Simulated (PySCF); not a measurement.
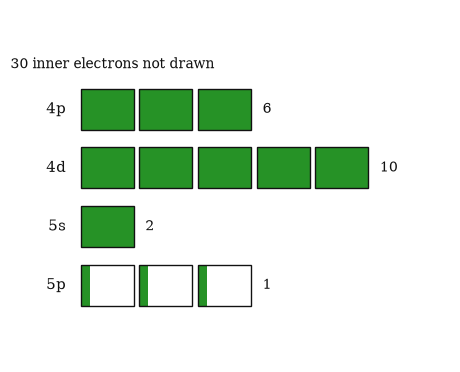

**Figure 1.** The outer shells of the nominal configuration: a box for each of the 2l + 1 orbitals, shaded by the share of the shell that is filled, with the electron count at the right.

Run report: Sb²⁺, atomic calculation

Sb²⁺, configuration 1s2 2s2 2p6 3s2 3p6 3d10 4s2 4p6 4d10 5s2 5p1, multiplicity 2. Level asked for: unrestricted r2SCAN, def2-SVP with ECP28, scalar-relativistic core potential (PySCF).

### The input
```python
from pyscf import gto, scf, dft, mp, cc
import basis_set_exchange as bse
txt = bse.get_basis("def2-SVP", elements=["Sb"], fmt="nwchem", header=False)
cut = txt.index("\nECP")
mol = gto.M(atom="Sb 0 0 0", charge=2, spin=1, symmetry="D2h",
            basis=gto.basis.parse(txt[:cut]),
            ecp={"Sb": gto.basis.parse_ecp(txt[cut:])})
mf = dft.UKS(mol, xc="R2SCAN")
mf.irrep_nelec = {'Ag': (4, 4), 'B1g': (1, 1), 'B2g': (1, 1), 'B3g': (1, 1), 'B1u': (1, 1), 'B2u': (2, 1), 'B3u': (1, 1)}
mf.kernel()
```

The script is an equivalent of what the driver set up; the driver computed the properties (radii, ⟨L²⟩, response) afterwards. It also set what the script leaves out: max_cycle = 5, guess = 1e. It held the occupations shell by shell, which the script's counts by irreducible representation don't always enforce.

Hardware: 1 thread of Arm Neoverse V2, 23 GiB of memory available, shared host.

Launched within a batch (the task file carries these settings):
```bash
OMP_NUM_THREADS=1 python <driver script> TASK.json OUT
```

### Log (extracts)
```
damping factor = 0
level_shift factor = 0
DIIS = <class 'pyscf.scf.diis.CDIIS'>
diis_start_cycle = 1
diis_space = 10
diis_damp = 0
SCF conv_tol = 1e-09
SCF conv_tol_grad = None
number electrons alpha = 11  beta = 10
irrep_nelec {'Ag': (4, 4), 'B1g': (1, 1), 'B2g': (1, 1), 'B3g': (1, 1), 'B1u': (1, 1), 'B2u': (2, 1), 'B3u': (1, 1)}
XC functionals = R2SCAN
    J. W. Furness, A. D. Kaplan, J. Ning, J. P. Perdew, and J. Sun.,  J. Phys. Chem. Lett. 11, 8208-8215 (2020)
    J. W. Furness, A. D. Kaplan, J. Ning, J. P. Perdew, and J. Sun.,  J. Phys. Chem. Lett. 11, 9248-9248 (2020)
    J. W. Furness, A. D. Kaplan, J. Ning, J. P. Perdew, and J. Sun.,  J. Phys. Chem. Lett. 11, 8208-8215 (2020)
    J. W. Furness, A. D. Kaplan, J. Ning, J. P. Perdew, and J. Sun.,  J. Phys. Chem. Lett. 11, 9248-9248 (2020)
alpha HOMO (B2u) = -0.624655636718074  LUMO (B3u) = -0.60874795876116
  HOMO = -0.624655636718  LUMO = -0.608747958761  gap/eV = 0.43287
cycle= 1 E= -238.851367648117  delta_E= -3.18  |g|= 1.47  |ddm|= 5.43
alpha HOMO (B2u) = -0.875754768353151  LUMO (B1u) = -0.860255299801935
  HOMO = -0.875754768353  LUMO = -0.860255299802  gap/eV = 0.42176
cycle= 2 E= -239.280413749961  delta_E= -0.429  |g|= 0.558  |ddm|= 1.84
alpha HOMO (B2u) = -0.768864393076706  LUMO (B1u) = -0.743692905943418
  HOMO = -0.768864393077  LUMO = -0.743692905943  gap/eV = 0.68495
cycle= 3 E= -239.355119773816  delta_E= -0.0747  |g|= 0.0225  |ddm|= 0.619
alpha HOMO (B2u) = -0.765469663768275  LUMO (B1u) = -0.739517288385902
  HOMO = -0.765469663768  LUMO = -0.739517288386  gap/eV = 0.70620
cycle= 4 E= -239.355365326022  delta_E= -0.000246  |g|= 0.00177  |ddm|= 0.064
alpha HOMO (B2u) = -0.767062723951331  LUMO (B3u) = -0.741030164802994
  HOMO = -0.767062723951  LUMO = -0.741030164803  gap/eV = 0.70838
cycle= 5 E= -239.35536721759  delta_E= -1.89e-06  |g|= 0.000116  |ddm|= 0.00645
SCF not converged.
SCF energy = -239.35536721759 after 5 cycles  <S^2> = 0.75373227  2S+1 = 2.0037288
```

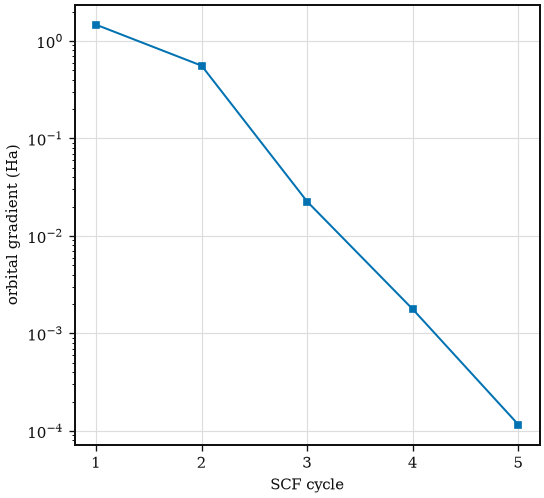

**Figure 2.** Convergence: orbital gradient against the SCF cycle. The residual is still falling at the last step (down to 1.2 × 10⁻⁴), so the run was stopped before it reached the threshold. It goes from 1.5 to 0.00012 in 5 steps.

### What the run reported

- outcome: not converged
- total energy (valence electrons, under a core potential): −239.355367 hartree
- ⟨S²⟩: 0.754
- ⟨L²⟩: 2.01
- SCF iterations: 5

### Diagnosis

One thing in this input was made wrong on purpose: too few SCF iterations. The run did not meet its convergence test in 5 iterations, so its last values are not results.
